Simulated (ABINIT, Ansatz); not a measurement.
# LiCNO (R3m): G0W0 with ABINIT, start to end, part 2 of 3

Wanted: ground state, empty states, screening and self-energy for LiCNO (R3m).

ABINIT 10.8.3; PBEsol and many-body steps on it, plane waves. Known limits of the many-body steps: not at the basis limit.

So far. Step 2 (Ground state): The gap is indirect, with the least direct gap 0.16 eV higher.

## Step 3: Bands along the symmetry lines

Level of this step: DFT, PBEsol, plane waves, norm-conserving pseudopotentials (ABINIT).

Levels along a band path, at the cheap level, show where the edges lie and whether the meshes to come will hold them.

Contents of run.abi:

```
acell 3*1.0 Angstrom
rprim 
  1.643988180588 0.949157018607 4.762053928800
  -1.643988180588 0.949157018607 4.762053928800
  0.000000000000 -1.898314037214 4.762053928800
ntypat 4
znucl 3 6 7 8
natom 4
typat 1 2 3 4
xred 
  0.005259000000 0.005259000000 0.005259000000
  0.497462000000 0.497462000000 0.497462000000
  0.413960000000 0.413960000000 0.413960000000
  0.583333333333 0.583333333333 0.583333333333
pp_dirpath "pseudos"
pseudos "Li.upf, C.upf, N.upf, O.upf"
ecut 37
iscf -2
irdden 1
kptopt 0
nkpt 59
kpt 
  0.00000000 0.00000000 0.00000000
  0.06250000 0.06250000 0.06250000
  0.12500000 0.12500000 0.12500000
  0.18750000 0.18750000 0.18750000
  0.25000000 0.25000000 0.25000000
  0.31250000 0.31250000 0.31250000
  0.37500000 0.37500000 0.37500000
  0.43750000 0.43750000 0.43750000
  0.50000000 0.50000000 0.50000000
  0.53835607 0.46164393 0.50000000
  0.57671214 0.42328786 0.50000000
  0.61506821 0.38493179 0.50000000
  0.65342428 0.34657572 0.50000000
  0.69178035 0.30821965 0.50000000
  0.73013642 0.26986358 0.50000000
  0.76849249 0.23150751 0.50000000
  0.80684856 0.19315144 0.50000000
  0.50000000 -0.19315144 0.19315144
  0.50000000 -0.16900751 0.16900751
  0.50000000 -0.14486358 0.14486358
  0.50000000 -0.12071965 0.12071965
  0.50000000 -0.09657572 0.09657572
  0.50000000 -0.07243179 0.07243179
  0.50000000 -0.04828786 0.04828786
  0.50000000 -0.02414393 0.02414393
  0.50000000 0.00000000 0.00000000
  0.43750000 0.00000000 0.00000000
  0.37500000 0.00000000 0.00000000
  0.31250000 0.00000000 0.00000000
  0.25000000 0.00000000 0.00000000
  0.18750000 0.00000000 0.00000000
  0.12500000 0.00000000 0.00000000
  0.06250000 0.00000000 0.00000000
  0.00000000 0.00000000 0.00000000
  0.04332196 -0.04332196 0.00000000
  0.08664393 -0.08664393 0.00000000
  0.12996589 -0.12996589 0.00000000
  0.17328786 -0.17328786 0.00000000
  0.21660982 -0.21660982 0.00000000
  0.25993179 -0.25993179 0.00000000
  0.30325375 -0.30325375 0.00000000
  0.34657572 -0.34657572 0.00000000
  0.65342428 0.00000000 0.34657572
  0.63424624 0.00000000 0.36575375
  0.61506821 0.00000000 0.38493179
  0.59589017 0.00000000 0.40410982
  0.57671214 0.00000000 0.42328786
  0.55753411 0.00000000 0.44246589
  0.53835607 0.00000000 0.46164393
  0.51917803 0.00000000 0.48082196
  0.50000000 0.00000000 0.50000000
  0.43750000 0.00000000 0.43750000
  0.37500000 0.00000000 0.37500000
  0.31250000 0.00000000 0.31250000
  0.25000000 0.00000000 0.25000000
  0.18750000 0.00000000 0.18750000
  0.12500000 0.00000000 0.12500000
  0.06250000 0.00000000 0.06250000
  0.00000000 0.00000000 0.00000000
istwfk *1
nband 16
nbdbuf 2
tolwfr 1e-08
nstep 40
prtwf 0
prtvol 0
indata_prefix "in"
outdata_prefix "out"
tmpdata_prefix "tmp"
```

Command:

```sh
$ OMP_NUM_THREADS=1 mpirun -n 4 abinit run.abi > log
```

Numbers of over 12 decimals in the logs are rounded to 6 here.

Log:

```text
.Version 10.8.3 of ABINIT. v10.8.2 released Aug 2026.

 Symmetries : space group R3 m (#160); Bravais hR (rhombohedral)
[... echo of the input left out ...]
== DATASET  1 ==================================================================
-   mpi_nproc: 4, omp_nthreads: 1 (-1 if OMP is not activated)

--- !DatasetInfo
iteration_state: {dtset: 1, }
dimensions: {natom: 4, nkpt: 59, mband: 16, nsppol: 1, nspinor: 1, nspden: 1, mpw: 3276, }
cutoff_energies: {ecut:  37.0, pawecutdg:  -1.0, }
electrons: {nelect:   1.80000000E+01, charge:   0.00000000E+00, occopt:   1.00000000E+00, tsmear:   1.00000000E-02, }

 Real(R)+Recip(G) space primitive vectors, cartesian coordinates (Bohr,Bohr^-1):
 R(1)=  3.1066874  1.7936468  8.9989777  G(1)=  0.1609431  0.0929206  0.0370412
 R(2)= -3.1066874  1.7936468  8.9989777  G(2)= -0.1609431  0.0929206  0.0370412
 R(3)=  0.0000000 -3.5872936  8.9989777  G(3)=  0.0000000 -0.1858411  0.0370412
 Unit cell volume ucvol=  3.0087002E+02 bohr^3
 Angles (23,13,12)=  3.74088131E+01  3.74088131E+01  3.74088131E+01 degrees

 getcut: wavevector=  0.0000  0.0000  0.0000  ngfft=  54  54  54
         ecut(hartree)=     37.000   => boxcut(ratio)=   2.03673

--- Pseudopotential description ------------------------------------------------
- Li Generated using ONCVPSP code by D. R. Hamann
-  3.00000   3.00000  180301                  znucl, zion, pspdat
12 -116133 1 -1 1944                          pspcod,pspxc,lmax,lloc,mmax
     nproj     2     2     0
  pspatm : epsatm=    2.60875052
         --- l  ekb(1:nproj) -->
             0   -4.855856   -1.482423
             1   -2.171544   -0.427615
 pspatm: atomic psp has been read  and splines computed

- C Generated using ONCVPSP code by D. R. Hamann
-  6.00000   4.00000  180301                  znucl, zion, pspdat
12 -116133 1 -1 1248                          pspcod,pspxc,lmax,lloc,mmax
     nproj     2     2     0
  pspatm : epsatm=    4.34909242
         --- l  ekb(1:nproj) -->
             0    6.468939    0.390031
[...]
pspatm: atomic psp has been read  and splines computed

- N Generated using ONCVPSP code by D. R. Hamann
-  7.00000   5.00000  180301                  znucl, zion, pspdat
12 -116133 1 -1 1058                          pspcod,pspxc,lmax,lloc,mmax
     nproj     2     2     0
  pspatm : epsatm=    5.26508482
         --- l  ekb(1:nproj) -->
[...]
pspatm: atomic psp has been read  and splines computed

- O Generated using ONCVPSP code by D. R. Hamann
-  8.00000   6.00000  180301                  znucl, zion, pspdat
12 -116133 2 -1 936                           pspcod,pspxc,lmax,lloc,mmax
     nproj     2     2     1
  pspatm : epsatm=    6.22910120
         --- l  ekb(1:nproj) -->
[...]
2   -1.335834
 pspatm: atomic psp has been read  and splines computed

[...]
Non-SCF case, kpt    3 (  0.12500  0.12500  0.12500), residuals and eigenvalues=
[...]
3.4091E-01  4.7874E-01  5.2078E-01  5.4104E-01
[...]
Non-SCF case, kpt   58 (  0.06250  0.00000  0.06250), residuals and eigenvalues=
[...]
Non-SCF case, kpt   59 (  0.00000  0.00000  0.00000), residuals and eigenvalues=
[...]
-1.5671E+00 -7.7135E-01 -5.9935E-01 -2.7050E-01 -1.4492E-01 -1.4492E-01
 -1.2350E-01 -8.3732E-03 -8.3732E-03  1.6877E-01  2.8662E-01  2.8662E-01
[...]
--- !ResultsGS
iteration_state: {dtset: 1, }
comment   : Summary of ground state results
lattice_vectors:
- [  3.1066874,   1.7936468,   8.9989777, ]
- [ -3.1066874,   1.7936468,   8.9989777, ]
- [  0.0000000,  -3.5872936,   8.9989777, ]
lattice_lengths: [   9.68764,    9.68764,    9.68764, ]
lattice_angles: [ 37.409,  37.409,  37.409, ] # degrees, (23, 13, 12)
lattice_volume:   3.0087002E+02
convergence: {deltae:  0.000E+00, res2:  0.000E+00, residm:  9.946E-09, diffor:  0.000E+00, }
etotal    :  -4.00422964E+01
entropy   :   0.00000000E+00
fermie    :  -2.63743554E-03
cartesian_stress_tensor: null
pressure_GPa: null
xred      :
- [  5.2590E-03,   5.2590E-03,   5.2590E-03, Li]
- [  4.9746E-01,   4.9746E-01,   4.9746E-01,  C]
- [  4.1396E-01,   4.1396E-01,   4.1396E-01,  N]
- [  5.8333E-01,   5.8333E-01,   5.8333E-01,  O]
cartesian_forces: null
force_length_stats: {min: null, max: null, mean: null, }

 Integrated electronic density in atomic spheres:
 ------------------------------------------------
 Atom  Sphere_radius  Integrated_density
[...]
================================================================================

 ----iterations are completed or convergence reached----

 Mean square residual over all n,k,spin=   51.347E-10; max=  99.459E-10
 reduced coordinates (array xred) for    4 atoms
[...]
0.413960000000      0.413960000000      0.413960000000
       0.583333333333      0.583333333333      0.583333333333

 cartesian coordinates (angstrom) at end:
[...]
3     -0.000000    -0.000000     5.913900
    4     -0.000000    -0.000000     8.333594
 length scales=  1.889726125908  1.889726125908  1.889726125908 bohr
              =  1.000000000000  1.000000000000  1.000000000000 angstroms
 prteigrs : about to open file out_EIG
 Eigenvalues (hartree) for nkpt=  59  k points:
 kpt#   1, nband= 16, wtk=  1.00000, kpt=  0.0000  0.0000  0.0000 (reduced coord)
[...]
kpt#   2, nband= 16, wtk=  1.00000, kpt=  0.0625  0.0625  0.0625 (reduced coord)
[...]
kpt#   3, nband= 16, wtk=  1.00000, kpt=  0.1250  0.1250  0.1250 (reduced coord)
[...]
kpt#  58, nband= 16, wtk=  1.00000, kpt=  0.0625  0.0000  0.0625 (reduced coord)
[...]
kpt#  59, nband= 16, wtk=  1.00000, kpt=  0.0000  0.0000  0.0000 (reduced coord)
  -1.56708   -0.77135   -0.59935   -0.27050   -0.14492   -0.14492   -0.12350   -0.00837
  -0.00837    0.16877    0.28662    0.28662    0.33939    0.47962    0.51963    0.55135

== END DATASET(S) ==============================================================
================================================================================

 -outvars: echo values of variables after computation  --------
            nband          16
             nkpt          59
          spgroup         160
 [... the other variables as echoed above ...]

 Calculation completed.
```

Elapsed: 21 s, on 4 MPI ranks of Intel Xeon 6975P-C (Granite Rapids), shared host; peak memory 0.39 GiB.

Numbers from this step:

```yaml
gap: 4.664 eV
k_of_the_valence_top: 0.5, 0.5, 0.5
k_of_the_conduction_bottom: 0, 0, 0
least_direct_gap: 4.820 eV
```

The gap is 4.664 eV, as in the run before at this level.

Electronic bands along the path, in eV, zero at the top of the highest filled band:

```csv
point,band 6,band 7,band 8,band 9,band 10,band 11,band 12,band 13
Γ,-3.87,-3.29,-0.16,-0.16,4.66,7.87,7.87,9.31
T,-3.93,-3.93,0.00,0.00,5.00,7.68,7.68,9.95
H2,-5.04,-3.48,-1.40,-1.05,6.08,6.40,10.62,10.96
jump to H0,-5.04,-3.48,-1.40,-1.05,6.08,6.40,10.62,10.96
L,-4.18,-3.28,-1.66,-0.73,5.63,7.76,7.79,11.40
Γ,-3.87,-3.29,-0.16,-0.16,4.66,7.87,7.87,9.31
S0,-5.09,-3.43,-1.45,-1.07,6.03,6.48,10.41,10.94
jump to S2,-5.09,-3.43,-1.45,-1.07,6.03,6.48,10.41,10.94
F,-4.35,-3.58,-1.82,-0.22,5.95,6.77,8.74,11.13
Γ,-3.87,-3.29,-0.16,-0.16,4.66,7.87,7.87,9.31
```

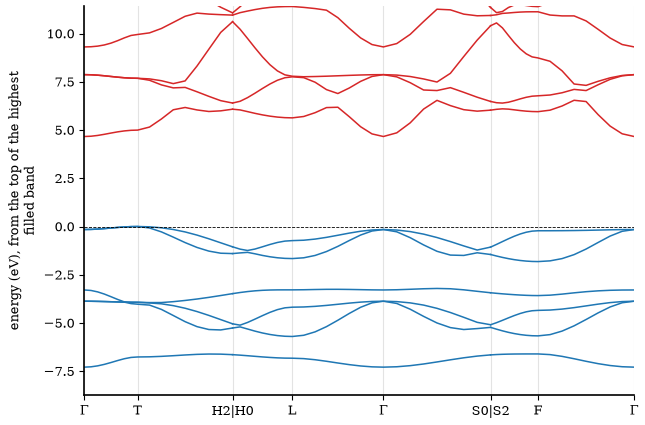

Electronic bands along the path; lines of filled and empty bands in two colours.

## Step 4: Empty states on the mesh, 4×4×4 mesh, 53 bands

The sums over transitions need many empty states on a uniform mesh; this step solves for them.

Contents of run.abi:

```
acell 3*1.0 Angstrom
rprim 
  1.643988180588 0.949157018607 4.762053928800
  -1.643988180588 0.949157018607 4.762053928800
  0.000000000000 -1.898314037214 4.762053928800
ntypat 4
znucl 3 6 7 8
natom 4
typat 1 2 3 4
xred 
  0.005259000000 0.005259000000 0.005259000000
  0.497462000000 0.497462000000 0.497462000000
  0.413960000000 0.413960000000 0.413960000000
  0.583333333333 0.583333333333 0.583333333333
pp_dirpath "pseudos"
pseudos "Li.upf, C.upf, N.upf, O.upf"
ecut 37
ngkpt 4 4 4
nshiftk 1
shiftk 0 0 0
kptopt 1
chksymbreak 0
iscf -2
irdden 1
istwfk *1
nband 53
nbdbuf 4
tolwfr 1e-09
nstep 60
prtvol 0
indata_prefix "in"
outdata_prefix "out"
tmpdata_prefix "tmp"
```

Log:

```text
.Version 10.8.3 of ABINIT. v10.8.2 released Aug 2026.

 Symmetries : space group R3 m (#160); Bravais hR (rhombohedral)
[... echo of the input left out ...]
== DATASET  1 ==================================================================
-   mpi_nproc: 4, omp_nthreads: 1 (-1 if OMP is not activated)

--- !DatasetInfo
iteration_state: {dtset: 1, }
dimensions: {natom: 4, nkpt: 13, mband: 53, nsppol: 1, nspinor: 1, nspden: 1, mpw: 3276, }
cutoff_energies: {ecut:  37.0, pawecutdg:  -1.0, }
electrons: {nelect:   1.80000000E+01, charge:   0.00000000E+00, occopt:   1.00000000E+00, tsmear:   1.00000000E-02, }

 Real(R)+Recip(G) space primitive vectors, cartesian coordinates (Bohr,Bohr^-1):
 R(1)=  3.1066874  1.7936468  8.9989777  G(1)=  0.1609431  0.0929206  0.0370412
 R(2)= -3.1066874  1.7936468  8.9989777  G(2)= -0.1609431  0.0929206  0.0370412
 R(3)=  0.0000000 -3.5872936  8.9989777  G(3)=  0.0000000 -0.1858411  0.0370412
 Unit cell volume ucvol=  3.0087002E+02 bohr^3
 Angles (23,13,12)=  3.74088131E+01  3.74088131E+01  3.74088131E+01 degrees

 getcut: wavevector=  0.0000  0.0000  0.0000  ngfft=  54  54  54
         ecut(hartree)=     37.000   => boxcut(ratio)=   2.03673

--- Pseudopotential description ------------------------------------------------
- Li Generated using ONCVPSP code by D. R. Hamann
-  3.00000   3.00000  180301                  znucl, zion, pspdat
12 -116133 1 -1 1944                          pspcod,pspxc,lmax,lloc,mmax
     nproj     2     2     0
  pspatm : epsatm=    2.60875052
         --- l  ekb(1:nproj) -->
             0   -4.855856   -1.482423
             1   -2.171544   -0.427615
 pspatm: atomic psp has been read  and splines computed

- C Generated using ONCVPSP code by D. R. Hamann
-  6.00000   4.00000  180301                  znucl, zion, pspdat
12 -116133 1 -1 1248                          pspcod,pspxc,lmax,lloc,mmax
     nproj     2     2     0
  pspatm : epsatm=    4.34909242
         --- l  ekb(1:nproj) -->
             0    6.468939    0.390031
[...]
pspatm: atomic psp has been read  and splines computed

- N Generated using ONCVPSP code by D. R. Hamann
-  7.00000   5.00000  180301                  znucl, zion, pspdat
12 -116133 1 -1 1058                          pspcod,pspxc,lmax,lloc,mmax
     nproj     2     2     0
  pspatm : epsatm=    5.26508482
         --- l  ekb(1:nproj) -->
[...]
pspatm: atomic psp has been read  and splines computed

- O Generated using ONCVPSP code by D. R. Hamann
-  8.00000   6.00000  180301                  znucl, zion, pspdat
12 -116133 2 -1 936                           pspcod,pspxc,lmax,lloc,mmax
     nproj     2     2     1
  pspatm : epsatm=    6.22910120
         --- l  ekb(1:nproj) -->
[...]
2   -1.335834
 pspatm: atomic psp has been read  and splines computed

[...]
6.34E-11  5.63E-10  9.08E-10  5.89E-11  6.17E-11  6.50E-10  9.03E-11  6.04E-11
  9.63E-10  5.34E-10  1.18E-10  8.34E-10  1.78E-10  8.08E-10  5.48E-10  1.25E-10
  3.60E-10  1.91E-10  7.40E-10  3.54E-10  2.96E-10  9.96E-10  1.55E-10  2.00E-10
[...]
6.05E-10  2.25E-07  1.71E-06  3.35E-05  2.94E-07
 -1.5671E+00 -7.7135E-01 -5.9935E-01 -2.7050E-01 -1.4492E-01 -1.4492E-01
 -1.2350E-01 -8.3732E-03 -8.3732E-03  1.6877E-01  2.8662E-01  2.8662E-01
  3.3939E-01  4.7962E-01  5.1960E-01  5.5135E-01  5.5135E-01  5.8935E-01
[...]
1.4731E+00  1.4873E+00  1.4873E+00  1.7117E+00  1.7155E+00  1.7155E+00
  1.7461E+00  1.7461E+00  1.8227E+00  1.8227E+00  1.8376E+00  1.8418E+00
  1.9160E+00  1.9160E+00  1.9330E+00  1.9678E+00  1.9764E+00
 prteigrs : prtvol=0 or 1, do not print more k-points.

--- !ResultsGS
iteration_state: {dtset: 1, }
comment   : Summary of ground state results
lattice_vectors:
- [  3.1066874,   1.7936468,   8.9989777, ]
- [ -3.1066874,   1.7936468,   8.9989777, ]
- [  0.0000000,  -3.5872936,   8.9989777, ]
lattice_lengths: [   9.68764,    9.68764,    9.68764, ]
lattice_angles: [ 37.409,  37.409,  37.409, ] # degrees, (23, 13, 12)
lattice_volume:   3.0087002E+02
convergence: {deltae:  0.000E+00, res2:  0.000E+00, residm:  9.961E-10, diffor:  0.000E+00, }
etotal    :  -4.00422964E+01
entropy   :   0.00000000E+00
fermie    :  -2.63743554E-03
cartesian_stress_tensor: null
pressure_GPa: null
xred      :
- [  5.2590E-03,   5.2590E-03,   5.2590E-03, Li]
- [  4.9746E-01,   4.9746E-01,   4.9746E-01,  C]
- [  4.1396E-01,   4.1396E-01,   4.1396E-01,  N]
- [  5.8333E-01,   5.8333E-01,   5.8333E-01,  O]
cartesian_forces: null
force_length_stats: {min: null, max: null, mean: null, }

 Integrated electronic density in atomic spheres:
 ------------------------------------------------
 Atom  Sphere_radius  Integrated_density
[...]
================================================================================

 ----iterations are completed or convergence reached----

 Mean square residual over all n,k,spin=   43.290E-11; max=  99.613E-11
 reduced coordinates (array xred) for    4 atoms
[...]
0.413960000000      0.413960000000      0.413960000000
       0.583333333333      0.583333333333      0.583333333333

 cartesian coordinates (angstrom) at end:
    1      0.000000    -0.000000     0.075131
    2     -0.000000     0.000000     7.106823
    3     -0.000000    -0.000000     5.913900
    4     -0.000000    -0.000000     8.333594
 length scales=  1.889726125908  1.889726125908  1.889726125908 bohr
              =  1.000000000000  1.000000000000  1.000000000000 angstroms
 prteigrs : about to open file out_EIG
 Eigenvalues (hartree) for nkpt=  13  k points:
 kpt#   1, nband= 53, wtk=  0.01563, kpt=  0.0000  0.0000  0.0000 (reduced coord)
[...]
1.20739    1.26803    1.26803    1.42082    1.47306    1.48725    1.48725    1.71173
   1.71552    1.71552    1.74611    1.74611    1.82271    1.82271    1.83757    1.84177
   1.91600    1.91600    1.93297    1.96778    1.97636
 prteigrs : prtvol=0 or 1, do not print more k-points.

== END DATASET(S) ==============================================================
================================================================================

 -outvars: echo values of variables after computation  --------
            nband          53
             nkpt          13
          spgroup         160
 [... the other variables as echoed above ...]

 Calculation completed.
```

Elapsed: 22 s, on 4 MPI ranks; peak memory 0.39 GiB.

Numbers from this step:

| Item | Value |
| --- | --- |
| gap | 4.664 eV |
| k of the valence top | 0.5, 0.5, 0.5 |
| k of the conduction bottom | 0, 0, 0 |
| least direct gap | 4.820 eV |
| k points computed | 13 |
| lowest point of the top converged band, above the valence top | 48.04 eV |

On this mesh the gap is 4.664 eV.

## Step 5: Screening, 4×4×4 mesh, 49 bands, screening to 119.7 eV

The RPA dielectric matrix is built and inverted for each q.

This step: RPA screening on PBEsol, plane waves, norm-conserving pseudopotentials.

Changes to run.abi since step 4:

```diff
@@ -22,10 +22,11 @@
 chksymbreak 0
-iscf -2
-irdden 1
 istwfk *1
-nband 53
-nbdbuf 4
-tolwfr 1e-09
-nstep 60
-prtvol 0
+occopt 1
+irdwfk 1
+optdriver 3
+nband 49
+ecuteps 4.4
+inclvkb 2
+awtr 1
+symchi 1
 indata_prefix "in"
```

Log:

```text
.Version 10.8.3 of ABINIT. v10.8.2 released Aug 2026.

 Symmetries : space group R3 m (#160); Bravais hR (rhombohedral)
[... echo of the input left out ...]
== DATASET  1 ==================================================================
-   mpi_nproc: 4, omp_nthreads: 1 (-1 if OMP is not activated)

--- !DatasetInfo
iteration_state: {dtset: 1, }
dimensions: {natom: 4, nkpt: 13, mband: 49, nsppol: 1, nspinor: 1, nspden: 1, mpw: 3276, }
cutoff_energies: {ecut:  37.0, pawecutdg:  -1.0, }
electrons: {nelect:   1.80000000E+01, charge:   0.00000000E+00, occopt:   1.00000000E+00, tsmear:   1.00000000E-02, }

 SCREENING: Calculation of the susceptibility and dielectric matrices

 Based on a program developped by R.W. Godby, V. Olevano, G. Onida, and L. Reining.
 Incorporated in ABINIT by V. Olevano, G.-M. Rignanese, and M. Torrent.
.Using double precision arithmetic ; gwpc =  8

[... cell and pseudopotentials left out ...]
--------------------------------------------------------------------------------

 ==== K-mesh for the wavefunctions ====
 Number of points in the irreducible wedge :    13
[... list of points left out ...]
 Together with  6 symmetry operations and time-reversal symmetry
 yields    64 points in the full Brillouin Zone.

 ==== Q-mesh for the screening function ====
 Number of points in the irreducible wedge :    13
[... list of points left out ...]
 Together with  6 symmetry operations and time-reversal symmetry
 yields    64 points in the full Brillouin Zone.

 setmesh: FFT mesh size selected  =    36x   36x   36
          total number of points  =        46656

 vcoul_init : cutoff-mode = AUXILIARY_FUNCTION
 q-points for optical limit:   1
     1)      0.000010    0.000020    0.000030

- screening: taking advantage of time-reversal symmetry
- Maximum band index for partially occupied states nbvw = 9
- Remaining bands to be divided among processors   nbcw = 40
- Number of bands treated by each node ~10

 Number of electrons calculated from density =   18.0000; Expected =   18.0000
 average of density, n =  0.059826
 r_s =    1.5861
 omega_plasma =   23.5940 [eV]

 calculating chi0 at frequencies [eV] :
  1    0.000000E+00    0.000000E+00
  2    0.000000E+00    2.359404E+01

--------------------------------------------------------------------------------
  q-point number  1        q = ( 0.000000, 0.000000, 0.000000) [r.l.u.]
--------------------------------------------------------------------------------
[... chi0 elements left out ...]
 For q-point:  0.000010 0.000020 0.000030
  dielectric constant =   2.3887
  dielectric constant without local fields =   3.0663

  Average fulfillment of the sum rule on Im[epsilon] for q-point    1 :     53.97  [%]
[... wings left out ...]
  q-point number  2        q = ( 0.250000, 0.000000, 0.000000) [r.l.u.]
--------------------------------------------------------------------------------
[... chi0 elements left out ...]
  Average fulfillment of the sum rule on Im[epsilon] for q-point    2 :     63.68  [%]

 [... 11 further q-points ...]
```

The job ended after 26 s (4 MPI ranks; peak memory 1.1 GiB; 1.7 min of CPU time).

Numbers from this step:

* ε∞ with local fields, on this mesh, along the program's q direction: 2.389
* the same without local fields: 3.066
* plasma frequency: 23.59 eV
* plane waves in the screening matrix: 129

Local fields lower ε∞ by 22 %.

(Continued in part 3 of 3.)

[Paths, hosts, dates, memory and timing lines, banners, echoed tables and standing remarks are left out of the program output.]

[Logs are printed without paths, hosts, clocks, repeated set-up lines and the standing remarks that a program may print on its own settings, such as how far it seeks lower states.]

[Runs of the session that timed out or met a known fault of the program may be left out.]

[Hosts, paths, dates, database ids (printed as entryN), source tags and the programs' standing remarks are cut or masked in the printed files.]

[G0W0 gaps are taken among the corrected bands and points alone; a level outside them can change the order at an edge.]

[Where Ansatz stands beside ABINIT at settings called matched, ABINIT's density can come from a denser mesh and the files from another edition; pairs whose starting gaps differed by over 0.03 eV were left out, so agreement reads better than it is.]
